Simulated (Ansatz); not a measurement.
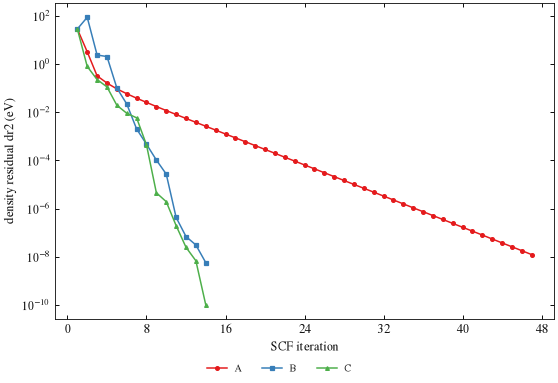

The same cell was run with different SCF settings; each curve is one run.
- system: NiO (Fm-3m, 2 atoms in the cell)
- method: DFT, r2SCAN+U, PAW, plane waves, scalar-relativistic in Ansatz 0.2.0; cutoff 500 eV, 9×9×9 k-mesh, Fermi–Dirac smearing of 0.1 eV, collinear spins, U = 3.1 eV on Ni d

A: linear mixing, beta 0.2, no preconditioner
B: Anderson, beta 0.5, history 12, no preconditioner
C: default SCF settings

Q: How did each run end?

A: Run B converged in 14 iterations. Run C converged in 14 iterations. Run A converged in 47 iterations.

The converged runs agree in energy within 1 meV per atom.
